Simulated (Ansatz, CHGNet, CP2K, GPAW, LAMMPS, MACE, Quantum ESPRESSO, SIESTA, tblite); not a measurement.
**Quantum ESPRESSO on aqueous Li+ and I-, 1.5 mol of salt per kg of water at 360 K (110 atoms): settings compared**

How far do other settings of Quantum ESPRESSO move the forces in aqueous Li+ and I-, 1.5 mol of salt per kg of water at 360 K (110 atoms)? One run of the same program serves as the yardstick.

Program: Quantum ESPRESSO 7.5. Level of theory: the method is named at each step. Results are calculated unless marked as measured.

### 1. The structure

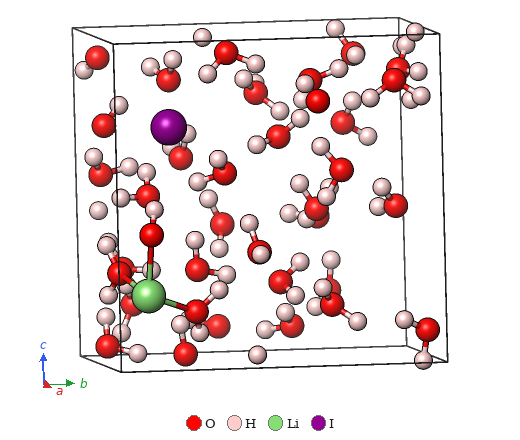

Start, viewed slightly off an axis; oxygen red, hydrogen pink, lithium green, iodine purple. Bonds to atoms that aren't drawn are left out. Some periodic images of atoms are drawn too.

The cell holds 110 atoms: 36 O, 72 H, 1 Li and 1 I. Cell: a = 10.442 Å, b = 10.442 Å, c = 10.442 Å, α = 90.0°, β = 90.0°, γ = 90.0°. 36 H2O, 1 Li+, 1 I- placed at random, at 1.14 g/cm³; overlaps pushed apart, then 10 ps at 420 K with Joung-Cheatham ions (J. Phys. Chem. B 112, 9020 (2008)); SPC/E water (Berendsen, Grigera and Straatsma, J. Phys. Chem. 91, 6269 (1987)). Snapshot after 20 ps at 360 K and fixed volume.

The yardstick, on the same geometry:

| Quantity | Value |
| --- | --- |
| method | Kohn-Sham DFT, PBE, SSSP efficiency 1.3.0 pseudopotentials, plane waves (Quantum ESPRESSO 7.5); sssp-pbe-1.3.0-efficiency, cutoffs 60/480 Ry, Γ point |
| r.m.s. force component | 0.5394 eV/Å |
| longest force | 1.673 eV/Å |
| pressure | -2.009 GPa |
| gap (highest filled to lowest empty level) | 3.635 eV |
| time | 1.7 min on 2 MPI ranks of Arm Neoverse V2, shared host |
| CPU time | 3.4 min |

### 2. PBE, sssp-1.3.0-efficiency, 35/280 Ry

Method: Kohn-Sham DFT, PBE, SSSP efficiency 1.3.0 pseudopotentials, plane waves.

File pw.in:

```
&control
  calculation = 'scf'
  pseudo_dir = './pseudo'
  outdir = './tmp'
  disk_io = 'none'
  tprnfor = .true.
  tstress = .true.
/
&system
  ibrav = 0
  nat = 110
  ntyp = 4
  ecutwfc = 35
  ecutrho = 280
  nosym = .true.
  occupations = 'smearing'
  smearing = 'fd'
  degauss = 0.003675
/
&electrons
  conv_thr = 5.5e-07
  electron_maxstep = 100
  mixing_beta = 0.4
  mixing_mode = 'plain'
  diagonalization = 'david'
/
ATOMIC_SPECIES
O 15.999 O.upf
H 1.008 H.upf
Li 6.940 Li.upf
I 126.904 I.upf
CELL_PARAMETERS angstrom
10.44226 0.00000 0.00000
0.00000 10.44226 0.00000
0.00000 0.00000 10.44226
ATOMIC_POSITIONS crystal
O 0.42411 0.03145 0.04980
H 0.38477 0.03311 0.13709
H 0.45501 0.11919 0.02704
O 0.18334 0.05282 0.55987
H 0.25394 0.02420 0.61790
H 0.16045 0.14364 0.57982
O 0.48700 0.15799 0.50571
H 0.52562 0.07035 0.50527
H 0.42148 0.16365 0.57532
O 0.72454 0.72382 0.58047
H 0.71906 0.66253 0.65385
H 0.70126 0.67861 0.49932
O 0.70703 0.63625 0.85537
H 0.70186 0.72622 0.88774
H 0.79880 0.60934 0.85037
O 0.13844 0.05713 0.91387
H 0.19958 0.98412 0.92398
H 0.05771 0.02574 0.87302
O 0.71097 0.38133 0.94716
H 0.74976 0.31794 0.88676
H 0.71973 0.46951 0.91085
O 0.47019 0.56419 0.67432
H 0.52835 0.49064 0.65485
H 0.51586 0.62703 0.73032
O 0.07031 0.15577 0.15694
H 0.13725 0.12804 0.21956
H 0.08830 0.11648 0.07148
O 0.94581 0.10962 0.41199
H 0.88797 0.12689 0.48634
H 0.02395 0.06337 0.44241
O 0.87018 0.95737 0.09338
H 0.91604 0.88117 0.12889
H 0.85366 0.94402 0.00000
O 0.64626 0.37545 0.57751
H 0.72444 0.34682 0.62484
H 0.59523 0.29890 0.55091
O 0.20475 0.62489 0.08334
H 0.14638 0.55007 0.07048
H 0.28401 0.59611 0.12872
O 0.82838 0.87847 0.85435
H 0.85392 0.80140 0.80356
H 0.84920 0.95771 0.80477
O 0.97246 0.62578 0.80529
H 0.03279 0.55210 0.81540
H 0.01722 0.69780 0.76078
O 0.04047 0.41903 0.07975
H 0.95459 0.42383 0.03764
H 0.05915 0.32827 0.10392
O 0.11783 0.80665 0.69233
H 0.18070 0.83001 0.76068
H 0.08992 0.88581 0.64623
O 0.49376 0.26067 0.02237
H 0.51525 0.24460 0.11430
H 0.55083 0.32936 0.98779
O 0.81561 0.45507 0.34277
H 0.78310 0.42981 0.42924
[... 50 atom lines left out ...]
H 0.16630 0.75453 0.49830
H 0.09875 0.63748 0.41963
Li 0.87977 0.10412 0.22349
I 0.87535 0.17902 0.73468
K_POINTS gamma
```

Command:

```bash
$ OMP_NUM_THREADS=1 mpirun -np 2 pw.x -in pw.in > output.txt
```

What it wrote:

```text
Program PWSCF
     gamma-point specific algorithms are used
     Parallelization info
     sticks:   dense  smooth     PW     G-vecs:    dense   smooth      PW
     Min        4342    2170    541               303974   107366   13477
     Max        4343    2171    544               303983   107369   13484
     Sum        8685    4341   1085               607957   214735   26961
     bravais-lattice index     =            0
     lattice parameter (alat)  =      19.7330  a.u.
     unit-cell volume          =    7683.8718 (a.u.)^3
     number of atoms/cell      =          110
     number of atomic types    =            4
     number of electrons       =       298.00
     number of Kohn-Sham states=          179
     kinetic-energy cutoff     =      35.0000  Ry
     charge density cutoff     =     280.0000  Ry
     scf convergence threshold =      5.5E-07
     mixing beta               =       0.4000
     number of iterations used =            8  plain     mixing
     Exchange-correlation= SLA  PW   PBX  PBC
                           (   1   4   3   4   0   0   0)
     crystal axes: (cart. coord. in units of alat)
               a(1) = (   1.000000   0.000000   0.000000 )
               a(2) = (   0.000000   1.000000   0.000000 )
               a(3) = (   0.000000   0.000000   1.000000 )
     reciprocal axes: (cart. coord. in units 2 pi/alat)
               b(1) = (  1.000000  0.000000  0.000000 )
               b(2) = (  0.000000  1.000000  0.000000 )
               b(3) = (  0.000000  0.000000  1.000000 )
     PseudoPot. # 1 for O :
     Pseudo is Projector augmented-wave + core cor, Zval =  6.0
     PseudoPot. # 2 for H :
     Pseudo is Ultrasoft, Zval =  1.0
     PseudoPot. # 3 for Li:
     Pseudo is Ultrasoft, Zval =  3.0
     PseudoPot. # 4 for I :
     Pseudo is Projector augmented-wave + core cor, Zval =  7.0
     atomic species   valence    mass     pseudopotential
     O                 6.00    15.99900     O ( 1.00)
     H                 1.00     1.00800     H ( 1.00)
     Li                3.00     6.94000     Li( 1.00)
     I                 7.00   126.90400     I ( 1.00)
     No symmetry found
   Cartesian axes
     number of k points=     1  Fermi-Dirac smearing, width (Ry)=  0.0037
                       cart. coord. in units 2pi/alat
        k(    1) = (   0.0000000   0.0000000   0.0000000), wk =   2.0000000
     Dense  grid:   303979 G-vectors     FFT dimensions: ( 108, 108, 108)
     Smooth grid:   107368 G-vectors     FFT dimensions: (  75,  75,  75)
     Check: negative core charge=   -0.000003
     Initial potential from superposition of free atoms
     starting charge     297.5484, renormalised to     298.0000
     Starting wfcs are  225 randomized atomic wfcs
     Self-consistent Calculation
     iteration #  1     ecut=    35.00 Ry     beta= 0.40
     total energy              =   -1976.76612115 Ry
     estimated scf accuracy    <      12.07115057 Ry
     iteration #  2     ecut=    35.00 Ry     beta= 0.40
     total energy              =   -1979.32878531 Ry
     estimated scf accuracy    <       0.67968334 Ry
     iteration #  3     ecut=    35.00 Ry     beta= 0.40
     total energy              =   -1979.29232094 Ry
     estimated scf accuracy    <       0.25102989 Ry
     iteration #  4     ecut=    35.00 Ry     beta= 0.40
     total energy              =   -1979.30630097 Ry
     estimated scf accuracy    <       0.01907897 Ry
     iteration #  5     ecut=    35.00 Ry     beta= 0.40
     total energy              =   -1979.30889969 Ry
     estimated scf accuracy    <       0.00140093 Ry
     iteration #  6     ecut=    35.00 Ry     beta= 0.40
     total energy              =   -1979.30931027 Ry
     estimated scf accuracy    <       0.00020511 Ry
     iteration #  7     ecut=    35.00 Ry     beta= 0.40
     total energy              =   -1979.30934523 Ry
     estimated scf accuracy    <       0.00001308 Ry
     iteration #  8     ecut=    35.00 Ry     beta= 0.40
     total energy              =   -1979.30934667 Ry
     estimated scf accuracy    <       0.00000255 Ry
     iteration #  9     ecut=    35.00 Ry     beta= 0.40
     End of self-consistent calculation
          k = 0.0000 0.0000 0.0000 ( 13481 PWs)   bands (ev):
   -43.5906 -21.7361 -21.6059 -21.5614 -21.5306 -21.3764 -21.3055 -21.2506
   -21.2444 -21.1591 -21.1241 -21.0468 -20.9917 -20.9666 -20.9405 -20.9077
   -20.8731 -20.7706 -20.7181 -20.6852 -20.6300 -20.5889 -20.5625 -20.5428
   -20.4528 -20.4262 -20.3463 -20.3014 -20.2840 -20.2130 -20.1757 -20.1027
   -20.0808 -20.0522 -19.8798 -19.6953 -19.6478 -12.3382  -9.9889  -9.8881
    -9.7716  -9.6392  -9.5869  -9.5327  -9.4229  -9.3330  -9.2834  -9.2600
    -9.2033  -9.1800  -9.0911  -9.0520  -9.0017  -8.9735  -8.9488  -8.8876
    -8.8526  -8.8370  -8.7540  -8.7314  -8.7209  -8.6549  -8.6188  -8.5936
    -8.5596  -8.5082  -8.4490  -8.3860  -8.3656  -8.2579  -8.1694  -8.1084
    -8.0615  -7.9676  -6.7067  -6.4330  -6.2865  -6.2498  -6.1762  -6.0068
    -5.9495  -5.9357  -5.8360  -5.7417  -5.6936  -5.6085  -5.4990  -5.4684
    -5.4295  -5.3429  -5.2779  -5.2252  -5.1283  -5.1100  -5.0156  -4.9843
[...]
-2.7128  -2.7027  -2.6826  -2.5848  -2.5570  -2.4927  -2.4792  -2.3714
    -2.3535  -2.1391  -2.0323  -1.9730  -1.6865   1.9341   3.4417   3.6606
     3.7764   3.8355   3.8837   3.9487   4.3253   4.3679   4.6642   4.7900
     4.9006   4.9222   5.0478   5.1384   5.1952   5.2347   5.3764   5.5398
     5.6248   5.6827   5.9975   6.0391   6.0931   6.1816   6.2521   6.4592
     6.5410   6.6623   6.7131
     the Fermi energy is    -0.0014 ev
!    total energy              =   -1979.30934732 Ry
     estimated scf accuracy    <       0.00000011 Ry
     smearing contrib. (-TS)   =      -0.00000000 Ry
     internal energy E=F+TS    =   -1979.30934732 Ry
     The total energy is F=E-TS. E is the sum of the following terms:
     one-electron contribution =   -1032.98478805 Ry
     hartree contribution      =     619.49285553 Ry
     xc contribution           =    -363.79553594 Ry
     ewald contribution        =    -539.25871171 Ry
     one-center paw contrib.   =    -662.76316715 Ry
     convergence has been achieved in   9 iterations
     Forces acting on atoms (cartesian axes, Ry/au):
     atom    1 type  1   force =    -0.00443153   -0.01460670    0.00869930
     atom    2 type  2   force =     0.00376929    0.00766981   -0.01338047
     atom    3 type  2   force =    -0.01152491   -0.02004337    0.00623975
     atom    4 type  1   force =    -0.01368685   -0.01847303   -0.00941418
     atom    5 type  2   force =    -0.00228885    0.01769829   -0.00391973
     atom    6 type  2   force =     0.01588376   -0.01233338   -0.00067366
     atom    7 type  1   force =    -0.00873903    0.03469916    0.01217047
     atom    8 type  2   force =    -0.01887540    0.00607102    0.00907783
     atom    9 type  2   force =     0.04060801   -0.02817012   -0.02036658
     atom   10 type  1   force =    -0.00892151   -0.01789055   -0.01845854
     atom   11 type  2   force =    -0.00467285    0.01910404   -0.03132038
     atom   12 type  2   force =     0.01383500    0.00466326    0.04494759
[...]
atom  106 type  1   force =    -0.00734722   -0.00803343    0.01722661
     atom  107 type  2   force =    -0.02008553   -0.02352510   -0.02231493
     atom  108 type  2   force =     0.01884891    0.01624157    0.01130014
     atom  109 type  3   force =    -0.00998012    0.00063108   -0.00447784
     atom  110 type  4   force =    -0.01506720   -0.00107521    0.00571349
     Total force =     0.349800     Total SCF correction =     0.000760
     Computing stress (Cartesian axis) and pressure
          total   stress  (Ry/bohr**3)                   (kbar)     P=      -94.27
  -0.00065502   0.00001697  -0.00004896          -96.36        2.50       -7.20
   0.00001697  -0.00062298   0.00001599            2.50      -91.64        2.35
  -0.00004896   0.00001599  -0.00064448           -7.20        2.35      -94.81
     Message from routine punch:
     Nothing written, as per user request (disk_io='none')
```

It took 48 s on 2 MPI ranks of Arm Neoverse V2, shared host; peak memory 1.4 GiB; 95 s of CPU time.

Banners, paths, timers and routine set-up lines are dropped from the logs unmarked, and long logs keep their key lines alone; longer cuts are marked.

Numbers from this run, and their distance from the reference:

```
r.m.s. force component                           : 0.4951 eV/Å
r.m.s. difference of force components            : 73.06 meV/Å
longest difference of force vectors              : 174.1 meV/Å
force difference over r.m.s. force               : 13.54 %
slope of forces against the reference's          : 0.9121
correlation of force components                  : 0.9937
gap (highest filled to lowest empty level) : 3.621 eV
gap difference                                   : -0.0147 eV
pressure                                         : -9.427 GPa
pressure difference                              : -7.418 GPa
energy less the same-level run's                 : 76.48 meV/atom
r.m.s. force difference from the same-level run  : 73.06 meV/Å
```

This is a coarse setting, run to see what it loses.

Length of the force difference by element (eV/Å):

```csv
element,atoms,mean,most
H,72,0.12,0.13
I,1,0.0026,0.0026
Li,1,0.0018,0.0018
O,36,0.14,0.17
```

Levels nearest the highest filled one (eV from it): -1.02, -1.00, -0.90, -0.87, -0.81, -0.79, -0.68, -0.67, -0.45, -0.35, -0.29, 0.00, 3.62, 5.13, 5.35, 5.46, 5.52, 5.57, 5.64, 6.01, 6.05, 6.35, 6.48, 6.59.

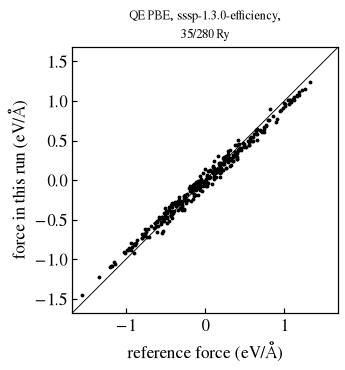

Force components against those of the reference; the line marks equality.

A closer look about Li109, the only Li atom: 9 atoms, nearest first, numbered in the order of the input, with positions taken from that point.

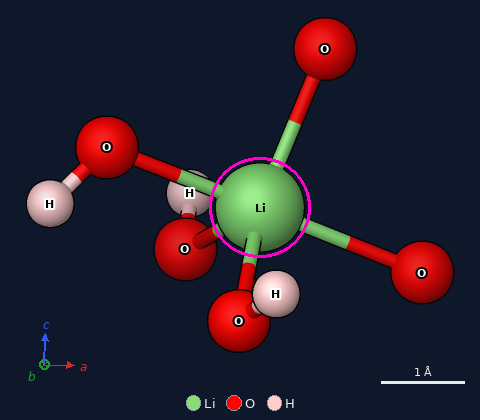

The atoms of the table, within 2.7 Å (arrows a, b, c point along x, y, z); some may hide others; the central atom is ringed.

```csv
atom,x,y,z,distance (Å),bonds,Fx,Fy,Fz (eV/Å)
Li109,0.00,0.00,0.00,0.00,5,-0.26,0.02,-0.12
O97,-0.97,1.64,-0.60,1.99,3,-0.30,0.02,-0.52
O31,-0.10,-1.53,-1.36,2.05,3,-0.37,0.12,-0.17
O28,0.69,0.06,1.97,2.09,3,0.09,-0.26,0.20
O76,-1.86,-0.69,0.64,2.09,3,-0.42,-0.20,0.09
O25,1.99,0.54,-0.69,2.18,3,0.04,0.18,0.11
H32,0.38,-2.33,-0.99,2.56,1,0.30,0.13,-0.57
H99,-0.98,2.38,0.07,2.58,1,-0.25,-0.04,-0.34
H77,-2.50,-0.97,-0.07,2.69,1,0.69,0.12,1.24
```

Forces lie 14 % from the reference's, at 0.47 times its CPU time.

Within one program, basis, potentials and functional, energies share a zero. Each run against its twin at the usual cutoff or grid and solver:

```
                                     run                              twin  Δ energy (meV/atom)  Δ force, r.m.s. (meV/Å)  CPU time over the twin's
QE PBE, sssp-1.3.0-efficiency, 35/280 Ry  sssp-1.3.0-efficiency, 60/480 Ry                 76.5                     73.1                      0.47
```

### 3. Results

| Quantity | Value |
| --- | --- |
| force difference from the reference | QE PBE, sssp-1.3.0-efficiency, 35/280 Ry (coarse), 14 % |
| its CPU time | 95 s |

In words: Runs with settings chosen to be coarse differ by 14 % (QE PBE, sssp-1.3.0-efficiency, 35/280 Ry). One electronic-structure run takes under half the reference's CPU time: QE PBE, sssp-1.3.0-efficiency, 35/280 Ry, at 14 % in 95 s against 3.4 min; its pressure misses by -7.4 GPa. PBE gaps agree with the reference's 3.64 eV within 0.015 eV. In pressure, QE PBE, sssp-1.3.0-efficiency, 35/280 Ry misses by -7.4 GPa, at the same functional; a cutoff this low leaves a large Pulay stress. The reference's pressure holds the uncorrected Pulay stress of its 60 Ry basis, so small pressure differences, and their order, may be the reference's own error. The network of contacts between molecules at the start is that of the classical potential that made the cell, and needn't be the one that DFT or experiment would give. The reference's PBE has no dispersion term, which matters for the binding between molecules or layers. The density was typed from a rule of thumb and may lie off the real one at this temperature. The electronic-structure runs sample only Γ, in a cell whose shortest periodic width is 10 Å. Spin–orbit coupling is left out, which matters for the levels of the heavy elements.

[Also dropped from logs without a mark: logging warnings of Python, and SIESTA's first energy breakdown and zero terms.]

[Logs are printed without paths, hosts, clocks, repeated set-up lines and the standing remarks that a program may print on its own settings, such as how far it seeks lower states.]

[Hosts, paths, dates, database ids (printed as entryN), source tags and the programs' standing remarks are cut or masked in the printed files.]
